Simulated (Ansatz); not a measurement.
**Zr2CO2 MXene, 4 layers (80 atoms): taking the cell apart**

How much energy holds the two parts of Zr2CO2 MXene, 4 layers (80 atoms) together, and how does it fall off with distance?

Method: Kohn-Sham DFT, PBE+D4, PAW (set soft_2), plane waves, in Ansatz 0.2.0.

**1. Set-up**

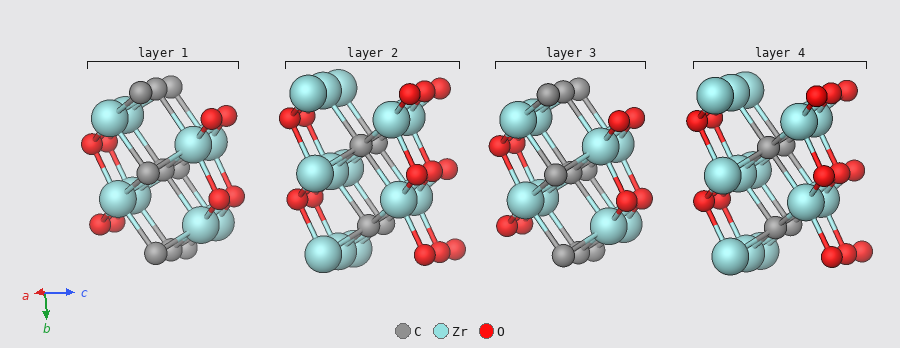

The starting structure, seen from the side, with the c axis across the page (carbon grey, zirconium light teal, oxygen red). Bonds to atoms that aren't drawn are left out. Some periodic images of atoms are drawn too.

The cell holds 80 atoms: 16 C, 32 Zr and 32 O. Cell: a = 6.752 Å, b = 6.752 Å, c = 40.780 Å, α = 90.0°, β = 90.0°, γ = 120.0°. It derives from Zr2CO2 (Zr2CO2 MXene). 4 layers of Zr2CO2 MXene (a = 3.31 Å), 2 x 2 cells, biaxial strain +2 %, every second layer slid by 0.333 of a1 + 2 a2; facing planes 2.84, 2.72, 2.82 Å apart; 14 Å of vacuum. Regions: layer 1, 20 atoms (4 C, 8 Zr and 8 O); layer 2, 20 atoms (4 C, 8 Zr and 8 O); layer 3, 20 atoms (4 C, 8 Zr and 8 O); layer 4, 20 atoms (4 C, 8 Zr and 8 O). Vacuum lies along c.

What the set-up can't give: The cell is under 6 Å thick along two periodic directions, so every atom has periodic images of itself close by, which move with it and show among its neighbours and in g(r).

**2. Single point at the start**

A single point comes first, to see the forces before anything moves.

input.yaml

```yaml
crystal:
  lattice:
    - [6.7524, 0.0, 0.0]
    - [-3.3762, 5.84775, 0.0]
    - [0.0, 0.0, 40.78]
  atoms:
    - { symbol: C, position: [0.00404, 0.00017, 0.22835] }
    - { symbol: Zr, position: [0.16704, 0.33497, 0.26193] }
    - { symbol: Zr, position: [0.33202, 0.1635, 0.19448] }
    - { symbol: O, position: [0.33551, 0.16654, 0.28419] }
    - { symbol: O, position: [0.16881, 0.33586, 0.17151] }
    - { symbol: C, position: [0.00351, 0.50165, 0.2282] }
    - { symbol: Zr, position: [0.16715, 0.83519, 0.26144] }
    - { symbol: Zr, position: [0.33121, 0.66489, 0.19415] }
    - { symbol: O, position: [0.33593, 0.66698, 0.28433] }
    - { symbol: O, position: [0.16337, 0.83428, 0.17136] }
    - { symbol: C, position: [0.49751, 0.99558, 0.2283] }
    - { symbol: Zr, position: [0.6677, 0.33459, 0.26154] }
    - { symbol: Zr, position: [0.83174, 0.16714, 0.19407] }
    - { symbol: O, position: [0.83438, 0.1682, 0.28441] }
    - { symbol: O, position: [0.66602, 0.33446, 0.17153] }
    - { symbol: C, position: [0.49717, 0.49893, 0.22794] }
    - { symbol: Zr, position: [0.66697, 0.83423, 0.26152] }
    - { symbol: Zr, position: [0.83586, 0.66864, 0.19466] }
    - { symbol: O, position: [0.83563, 0.66683, 0.28463] }
    - { symbol: O, position: [0.66606, 0.83417, 0.17211] }
    - { symbol: C, position: [0.16599, 0.33439, 0.41044] }
    - { symbol: Zr, position: [0.33322, 0.66542, 0.44427] }
    - { symbol: Zr, position: [0.50499, 0.50208, 0.37657] }
    - { symbol: O, position: [0.49777, 0.49861, 0.46665] }
    - { symbol: O, position: [0.33488, 0.66765, 0.35418] }
    - { symbol: C, position: [0.16912, 0.83649, 0.41034] }
    - { symbol: Zr, position: [0.33487, 0.16828, 0.44432] }
    - { symbol: Zr, position: [0.49906, 3.0e-05, 0.37668] }
    - { symbol: O, position: [0.50046, 0.0016, 0.4668] }
    - { symbol: O, position: [0.3321, 0.16482, 0.35355] }
    - { symbol: C, position: [0.66777, 0.33457, 0.41046] }
    - { symbol: Zr, position: [0.83189, 0.6645, 0.44395] }
    - { symbol: Zr, position: [0.00231, 0.49905, 0.37638] }
    - { symbol: O, position: [0.0014, 0.50298, 0.46664] }
    - { symbol: O, position: [0.8319, 0.66599, 0.35389] }
    - { symbol: C, position: [0.66632, 0.83347, 0.4104] }
    - { symbol: Zr, position: [0.83351, 0.16744, 0.44408] }
    - { symbol: Zr, position: [0.99968, 0.00104, 0.37694] }
    - { symbol: O, position: [0.00213, 0.00164, 0.46707] }
    - { symbol: O, position: [0.83154, 0.16179, 0.35393] }
    - { symbol: C, position: [0.99981, 0.00213, 0.59003] }
    - { symbol: Zr, position: [0.16633, 0.33536, 0.62304] }
    - { symbol: Zr, position: [0.33231, 0.16612, 0.55683] }
    - { symbol: O, position: [0.3352, 0.16705, 0.64627] }
    - { symbol: O, position: [0.16737, 0.33307, 0.53344] }
    - { symbol: C, position: [0.99978, 0.5004, 0.58992] }
    - { symbol: Zr, position: [0.16479, 0.8338, 0.62335] }
    - { symbol: Zr, position: [0.33586, 0.66663, 0.55621] }
    - { symbol: O, position: [0.33681, 0.66889, 0.64645] }
    - { symbol: O, position: [0.16558, 0.83403, 0.53344] }
    - { symbol: C, position: [0.50258, 0.00105, 0.58997] }
    - { symbol: Zr, position: [0.66503, 0.33369, 0.62305] }
    - { symbol: Zr, position: [0.83208, 0.16468, 0.5566] }
    - { symbol: O, position: [0.83558, 0.16935, 0.64616] }
    - { symbol: O, position: [0.66712, 0.33436, 0.53345] }
    - { symbol: C, position: [0.50152, 0.50295, 0.5899] }
    - { symbol: Zr, position: [0.66344, 0.82998, 0.62355] }
    - { symbol: Zr, position: [0.83071, 0.66557, 0.5564] }
    - { symbol: O, position: [0.83484, 0.66636, 0.64631] }
    - { symbol: O, position: [0.66822, 0.83158, 0.53343] }
    - { symbol: C, position: [0.16745, 0.33622, 0.77226] }
    - { symbol: Zr, position: [0.33213, 0.66539, 0.80531] }
    - { symbol: Zr, position: [0.50275, 0.50396, 0.73857] }
    - { symbol: O, position: [0.50024, 0.49855, 0.82844] }
    - { symbol: O, position: [0.33166, 0.66736, 0.71563] }
    - { symbol: C, position: [0.16723, 0.83144, 0.77171] }
    - { symbol: Zr, position: [0.33325, 0.1654, 0.80581] }
    - { symbol: Zr, position: [0.50025, 0.00085, 0.73901] }
    - { symbol: O, position: [0.50347, 0.0016, 0.82777] }
    - { symbol: O, position: [0.33245, 0.1634, 0.71549] }
    - { symbol: C, position: [0.66784, 0.33524, 0.77208] }
    - { symbol: Zr, position: [0.83275, 0.66953, 0.80525] }
    - { symbol: Zr, position: [0.99857, 0.4995, 0.73818] }
    - { symbol: O, position: [0.99886, 0.49935, 0.82803] }
    - { symbol: O, position: [0.8321, 0.6649, 0.71491] }
    - { symbol: C, position: [0.66912, 0.833, 0.77168] }
    - { symbol: Zr, position: [0.83448, 0.16768, 0.80599] }
    - { symbol: Zr, position: [0.003, 0.00259, 0.73823] }
    - { symbol: O, position: [0.00314, 0.00277, 0.82837] }
    - { symbol: O, position: [0.83331, 0.16641, 0.71548] }
kpoints:
  mp_grid: { grid: [3, 3, 1] }
hamiltonian:
  xc: pbe
  dispersion: d4
scf:
  occupations: { method: fixed }
output:
  forces: true
```

On the command line:

```console
ansatz run input.yaml --threads 4 --pin off --max-ram 15872MiB --backend cpu --events-out ev --progress --plain --runs-dir out
```

Numbers of over 12 decimals in the logs are rounded to 6 here.

What it wrote:

```text
[...]
Pseudopotentials: kind: paw
Pseudopotential: C, paw, valence charge 4, recommended cutoff 420 eV (normal), C.paw.azcp
Pseudopotential: Zr, paw, valence charge 12, recommended cutoff 420 eV (normal), Zr.paw.azcp
Pseudopotential: O, paw, valence charge 6, recommended cutoff 420 eV (normal), O.paw.azcp
[...]
Crystal: 80 atoms, lattice volume = 1610.253 Å³
Basis set: ecut = 420 eV, 31517 PW (Γ), exchange–correlation on 96×96×576 points (8 copies of the dense FFT grid, shifted against one another)
Bands: 400, of which v1, the nominal top of the filled ones, is band 320 counted from 1 (319 counted from 0)
Symmetry: 1 space group operations
Space group: P1 (ITA 1), of the structure as read, at distance tolerance 1.2e-4 Å
k-points: 5 of 9 (time reversal used)
[...]
Initial density: superposition of atomic densities (neutral atoms: chi_scale 0, normalization atom), corrected by the library's trained network
Initial wavefunctions: pseudopotential atomic-orbital guess
[...]
SCF iter   1: F=—  HF=-156165.288398 eV  |F-HF|=—  |Δ(HF+E_count)|=         —  Δρ=4.95e-3  dr2=6.07e-1  ethr=1.77e-3  ⟨swp⟩=4.4  Hψ=6328  notcnv=0  defer=364
preconditioner: auto → Resta (q_TF=auto, 2.339 Å⁻¹)  ε∞=4.9  [insulator: Δε(μ)=1.066 eV  Ē_g=9.201 eV  n_scr=384 (ndim 8)  ℏωp=18.1 eV  f_vac=0.320  ε∞_Penn≈4.9  vacuum switching on, ρ_ref=6.1e-3 e/Å³]
[...]
SCF iter  11: F=—  HF=-156165.206653 eV  |F-HF|=—  |Δ(HF+E_count)|=   5.06e-8  Δρ=3.52e-6  dr2=3.28e-7  ethr=9.16e-11  ⟨swp⟩=2.8  Hψ=2786  notcnv=0  defer=364
SCF iter  12: F=-156165.206653 eV  HF=-156165.206653 eV  |F-HF|=1.16e-9  |Δ(HF+E_count)|=   4.19e-8  Δρ=8.08e-7  dr2=1.73e-8  ethr=1.56e-11  ⟨swp⟩=3.0  Hψ=6558  notcnv=0
SCF 1 converged in 12 iterations: F = -156165.206653 eV  dr2 = 1.73e-8
[...]
SCF converged after 12 iterations
Free energy (F): -156165.206653 eV
Harris-Foulkes:  -156165.206653 eV  (|F-HF|=1.16e-9)
Internal energy: -156165.206653 eV  (E = F + TS)
E sigma→0 (E₀):  -156165.206653 eV
Fermi energy:    6.026734 eV
--- Per-component energies (eV) ---
[...]
Σ components = -156165.206653   (vs F -156165.206653, Δ=0.00e0)
--- Forces (eV/Å), atoms counted from 1 ---
  atom   1  C     -0.24862337    -0.04236367    -0.20771883
  atom   2  Zr     0.16729631     0.00662271     0.59822961
  atom   3  Zr    -0.10714203     0.37067963    -0.68067354
  atom   4  O     -0.04582136     0.09588031    -0.67583509
[...]
atom  80  O      0.06105200     0.00313495     0.90940841
  max |Σ_I F_I| component: 4.99e-6 eV/Å
```

Wall time 3.4 min (4 threads of Arm Neoverse V1, shared host); peak memory 9.7 GiB; 13 min of CPU time.

In the SCF lines HF is the Harris–Foulkes energy and dr2 the Hartree energy of the density residual, in eV; the loop may stop once dr2 is under the threshold and the program's other checks hold. Hψ counts applications of the Hamiltonian.

The r.m.s. force at the start is 0.42 eV/Å.

**3. Relaxation**

The atoms are relaxed in the fixed cell, aiming at the force tolerance of the input.

input.yaml

```yaml
crystal:
  lattice:
    - [6.7524, 0.0, 0.0]
    - [-3.3762, 5.84775, 0.0]
    - [0.0, 0.0, 40.78]
  atoms:
    [... the 80 atom lines of step 2 ...]
kpoints:
  mp_grid: { grid: [3, 3, 1] }
hamiltonian:
  xc: pbe
  dispersion: d4
scf:
  occupations: { method: fixed }
output:
  forces: true
relax:
  f_tol: 0.05
  max_steps: 120
```

What it wrote:

```text
[...]
Crystal: 80 atoms, lattice volume = 1610.253 Å³
Basis set: ecut = 420 eV, 31517 PW (Γ), exchange–correlation on 96×96×576 points (8 copies of the dense FFT grid, shifted against one another)
Bands: 400, of which v1, the nominal top of the filled ones, is band 320 counted from 1 (319 counted from 0)
Symmetry: 1 space group operations
[...]
k-points: 5 of 9 (time reversal used)
[...]
SCF iter   1: F=—  HF=-156165.288397 eV  |F-HF|=—  |Δ(HF+E_count)|=         —  Δρ=4.95e-3  dr2=6.07e-1  ethr=1.77e-3  ⟨swp⟩=4.4  Hψ=6328  notcnv=0  defer=364
[...]
SCF iter   7: F=-156165.206621 eV  HF=-156165.206658 eV  |F-HF|=3.68e-5  |Δ(HF+E_count)|=   2.93e-5  Δρ=4.68e-5  dr2=5.47e-5  ethr=9.77e-9  ⟨swp⟩=3.0  Hψ=6650  notcnv=0
SCF 1 converged in 7 iterations: F = -156165.206621 eV  dr2 = 5.47e-5
[...]
relax step   1: F+E_penalty+E_count = -156165.20662099 eV  Δ(F+E_penalty+E_count) = +0.000e0 eV  max|allowed force component| = 1.260e0 eV/Å  Δτ_max = 0.0000 Å  (7 SCF iters, dr2 threshold 6.25e-5 eV, accepted)
[...]
relax step   2: F+E_penalty+E_count = -156165.71179813 eV  Δ(F+E_penalty+E_count) = -5.052e-1 eV  max|allowed force component| = 1.151e0 eV/Å  Δτ_max = 0.1901 Å  (8 SCF iters, dr2 threshold 9.92e-5 eV, accepted)
[...]
relax step   3: F+E_penalty+E_count = -156166.19372101 eV  Δ(F+E_penalty+E_count) = -4.819e-1 eV  max|allowed force component| = 2.954e-2 eV/Å  Δτ_max = 0.1213 Å  (8 SCF iters, dr2 threshold 8.29e-5 eV, accepted)
relax step   4: F+E_penalty+E_count = -156166.19372811 eV  Δ(F+E_penalty+E_count) = -7.099e-6 eV  max|allowed force component| = 2.869e-2 eV/Å  Δτ_max = 0.0000 Å  (5 SCF iters, accepted)
relax step   5: F+E_penalty+E_count = -156166.20622396 eV  Δ(F+E_penalty+E_count) = -1.250e-2 eV  max|allowed force component| = 2.832e-2 eV/Å  Δτ_max = 0.0528 Å  (11 SCF iters, accepted)
[...]
relax step   6: F+E_penalty+E_count = -156166.21885399 eV  Δ(F+E_penalty+E_count) = -1.263e-2 eV  max|allowed force component| = 1.838e-2 eV/Å  Δτ_max = 0.1200 Å  (12 SCF iters, accepted)
SCF converged after 12 iterations
Free energy (F): -156166.218854 eV
[...]
Internal energy: -156166.218854 eV  (E = F + TS)
E sigma→0 (E₀):  -156166.218854 eV
Fermi energy:    6.189204 eV
[...]
--- Forces (eV/Å), atoms counted from 1 ---
  atom   1  C     -0.00180552    -0.00390988    -0.00019718
  atom   2  Zr     0.00429071     0.00364724    -0.00457926
  atom   3  Zr     0.00103238     0.00205034    -0.00597015
  atom   4  O     -0.00088752     0.00064219     0.00458892
  atom   5  O     -0.00433184     0.00237579     0.00334661
  atom   6  C     -0.00467564    -0.00178327    -0.00272893
  atom   7  Zr     0.00182486     0.00395980    -0.00233553
  atom   8  Zr     0.00711161    -0.00662498    -0.00566272
  atom   9  O      0.00031682    -0.00233202     0.00637259
  atom  10  O     -0.00093492     0.00137379     0.00787059
  atom  11  C     -0.00219211     0.00385534     0.00103567
  atom  12  Zr    -0.00461945     0.00410016     0.00405056
  atom  13  Zr     0.00329614    -0.00252959    -0.01351228
  atom  14  O      0.00044523     0.00069650    -0.00013896
[...]
atom  79  O     -0.00060380    -0.00003626    -0.00959125
  atom  80  O      0.00025882     0.00194294     0.00323376
  max |Σ_I F_I| component: 2.07e-5 eV/Å
--- Relaxed structure (6 steps of the walk, 6 accepted, 0 SCFs on fresh bases) ---
  F+E_penalty+E_count = -156166.21885399 eV   max|allowed force component| = 1.838e-2 eV/Å
  atoms:
    - { symbol: C, position: [0.00109417, 0.000958767, 0.219796] }
    - { symbol: Zr, position: [0.167671, 0.334148, 0.253685] }
    - { symbol: Zr, position: [0.334307, 0.167621, 0.185886] }
    - { symbol: O, position: [0.334420, 0.167497, 0.275154] }
[...]
- { symbol: O, position: [0.833245, 0.166290, 0.724934] }
```

Elapsed: 15 min, on 4 threads; peak memory 9.7 GiB; 58 min of CPU time.

The relaxation converged after 6 steps, 1.01 eV below its start, with a largest force component of 0.018 eV/Å.

[end of part 1 of 3]

[Logs are printed without paths, hosts, clocks, repeated set-up lines and the standing remarks that a program may print on its own settings, such as how far it seeks lower states.]

[Hosts, paths, dates, database ids (printed as entryN), source tags and the programs' standing remarks are cut or masked in the printed files.]
